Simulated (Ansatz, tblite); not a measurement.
# Ga12As12 zinc blende off sphere (Ga12As12H32): one state, many levels

How do method and basis change the picture of Ga12As12 zinc blende off sphere (Ga12As12H32) (singlet)?

Program: Ansatz 0.2.0, Gaussian basis. Level of theory: as each input shows. These are calculated values, not measurements.

The runs, in order: GFN1-xTB, GFN2-xTB, PBE-D4/def2-SVP, r2SCAN-D4/def2-SVP, r2SCANh-D4/def2-SVP, PBE0-D4/def2-TZVP, PBE-D4/def2-TZVP, HF/STO-3G, HF/6-31G, B3LYP-D4/6-31G.

1 further run of the same task is left out (set aside as unsound or not needed).

### Step 1. The relaxed structure

The geometry is that of the singlet, from an earlier relaxation (PBE-D4/def2-SVP).

56 atoms, charge 0, spin multiplicity 1.

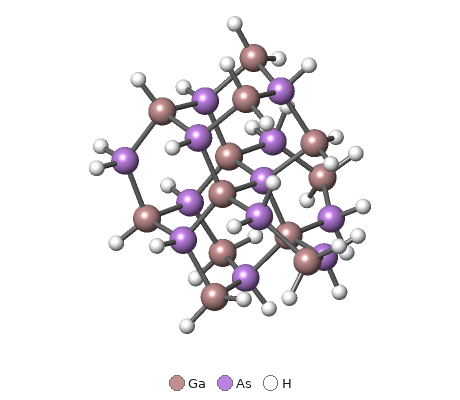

The geometry (gallium pink, arsenic purple, hydrogen white).

PBE0-D4/def2-SVP was run before; its log isn't repeated, and its numbers join the tables.

### Step 2. GFN1-xTB

Tight binding, by tblite at 300 K electronic temperature and without a spin-polarisation term:

```python
tblite.interface.Calculator('GFN1-xTB', numbers, positions, charge=0, uhf=0).singlepoint()
```

Energy -1688.1891 eV, HOMO -10.48 eV, LUMO -6.99 eV; 0.69 s.

### Step 3. GFN2-xTB

Tight binding, by tblite at 300 K electronic temperature and without a spin-polarisation term:

```python
tblite.interface.Calculator('GFN2-xTB', numbers, positions, charge=0, uhf=0).singlepoint()
```

Energy -1607.1619 eV, HOMO -10.62 eV, LUMO -6.87 eV; 1.1 s.

### Step 4. PBE-D4/def2-SVP

start.molden holds the orbitals of an earlier run on this state, given as this run's starting guess.

in.yaml reads:

```yaml
crystal:
  periodic: [false, false, false]
  atoms:
    - {symbol: Ga, position_ang: [-4.602649, 1.577468, -0.370804]}
    - {symbol: Ga, position_ang: [-2.332909, -3.840326, 2.743324]}
    - {symbol: Ga, position_ang: [1.093751, -4.331606, -0.668189]}
    - {symbol: Ga, position_ang: [-1.811743, 1.814911, -3.553602]}
    - {symbol: Ga, position_ang: [1.348913, -1.343763, -3.648039]}
    - {symbol: Ga, position_ang: [-1.571893, -1.175159, -0.852047]}
    - {symbol: Ga, position_ang: [-1.459080, 1.453675, 2.381729]}
    - {symbol: Ga, position_ang: [1.317328, -1.316345, 1.809414]}
    - {symbol: Ga, position_ang: [1.176429, 1.574904, -0.849819]}
    - {symbol: Ga, position_ang: [-1.580514, 4.601105, -0.366212]}
    - {symbol: Ga, position_ang: [4.333756, -1.091377, -0.666069]}
    - {symbol: Ga, position_ang: [3.841458, 2.333427, 2.745188]}
    - {symbol: As, position_ang: [-2.991627, -2.516989, 0.698568]}
    - {symbol: As, position_ang: [-3.080073, 0.367302, -2.014729]}
    - {symbol: As, position_ang: [-2.843684, 2.839640, 0.867279]}
    - {symbol: As, position_ang: [-0.094292, -2.657043, -2.131613]}
    - {symbol: As, position_ang: [-0.170064, -2.646932, 3.309851]}
    - {symbol: As, position_ang: [2.701417, -2.699765, 0.372352]}
    - {symbol: As, position_ang: [-0.242933, 0.248518, -4.747037]}
    - {symbol: As, position_ang: [-0.367012, 3.082675, -2.011626]}
    - {symbol: As, position_ang: [2.660080, 0.098607, -2.128946]}
    - {symbol: As, position_ang: [-0.183006, 0.184006, 0.621940]}
    - {symbol: As, position_ang: [2.646847, 0.171091, 3.310908]}
    - {symbol: As, position_ang: [2.515450, 2.994591, 0.703109]}
    - {symbol: H, position_ang: [-5.503429, 2.535659, -1.245312]}
    - {symbol: H, position_ang: [-5.187055, 0.424692, 0.550874]}
    - {symbol: H, position_ang: [-3.350536, -3.479581, 3.889090]}
    - {symbol: H, position_ang: [-1.919110, -5.271372, 2.243945]}
    - {symbol: H, position_ang: [1.855712, -5.360768, -1.583045]}
    - {symbol: H, position_ang: [0.071916, -4.717100, 0.477498]}
    - {symbol: H, position_ang: [-2.639968, 2.643775, -4.606600]}
    - {symbol: H, position_ang: [2.176280, -2.169721, -4.704476]}
    - {symbol: H, position_ang: [-2.296800, 0.329088, 3.131588]}
    - {symbol: H, position_ang: [-0.338892, 2.291636, 3.137709]}
    - {symbol: H, position_ang: [-2.537951, 5.502942, -1.240468]}
    - {symbol: H, position_ang: [-0.429548, 5.184618, 0.558296]}
    - {symbol: H, position_ang: [5.362766, -1.852429, -1.581691]}
    - {symbol: H, position_ang: [4.719336, -0.071074, 0.480791]}
    - {symbol: H, position_ang: [5.271738, 1.919733, 2.243861]}
    - {symbol: H, position_ang: [3.482407, 3.350065, 3.892284]}
    - {symbol: H, position_ang: [-3.846732, -3.429275, -0.176799]}
    - {symbol: H, position_ang: [-4.085580, -1.523751, 1.077136]}
    - {symbol: H, position_ang: [-3.910893, -0.532215, -2.931774]}
    - {symbol: H, position_ang: [-3.693427, 3.687674, 1.816575]}
    - {symbol: H, position_ang: [-1.014052, -3.431709, -3.076170]}
    - {symbol: H, position_ang: [0.733383, -3.630911, 4.050707]}
    - {symbol: H, position_ang: [-0.447015, -1.717436, 4.486902]}
    - {symbol: H, position_ang: [3.504058, -3.502800, 1.398112]}
    - {symbol: H, position_ang: [-1.052708, -0.554599, -5.763750]}
    - {symbol: H, position_ang: [0.561140, 1.059924, -5.761691]}
    - {symbol: H, position_ang: [0.531816, 3.916490, -2.926619]}
    - {symbol: H, position_ang: [3.435631, 1.019090, -3.072068]}
    - {symbol: H, position_ang: [1.716250, 0.448175, 4.487091]}
    - {symbol: H, position_ang: [3.630163, -0.732251, 4.052821]}
    - {symbol: H, position_ang: [1.519432, 4.085059, 1.084372]}
    - {symbol: H, position_ang: [3.425316, 3.854156, -0.170421]}
basis:
  gaussian: {orbitals: def2-SVP, fitting: {mean_field: def2-universal-jkfit}, initial_orbitals: start.molden}
hamiltonian: {xc: pbe, dispersion: d4}
scf: {omitted_lower_state_checks: [starts]}
output: {forces: true, orbitals: {seedname: orbitals}}
```

Launch:

```bash
$ ansatz run in.yaml --threads 11 --pin off --events-out ev --progress --plain --max-ram 110592MiB --backend cuda --devices 0, --max-vram 75GiB
```

The runs that follow: r2SCAN-D4/def2-SVP; r2SCANh-D4/def2-SVP; PBE0-D4/def2-TZVP; PBE-D4/def2-TZVP; HF/STO-3G; HF/6-31G; B3LYP-D4/6-31G.

Before running them: what should the planned runs give, taken together? Wanted: gap in def2-SVP, named functionals, smallest and largest; binding an atom, functionals in def2-SVP; PBE0 total energy, smallest basis above largest.

The runs gave:

```
                                                quantity                                  value
gap in def2-SVP, named functionals, smallest and largest    3.51 eV (PBE-D4), 5.17 eV (PBE0-D4)
                binding an atom, functionals in def2-SVP  2.62 (PBE0-D4) to 2.63 eV (r2SCAN-D4)
         PBE0 total energy, smallest basis above largest        170.58 eV (def2-SVP, def2-TZVP)
```

What this shows: Over the named functionals in def2-SVP the gap runs from 3.51 eV (PBE-D4) to 5.17 eV (PBE0-D4); exact exchange widens it.
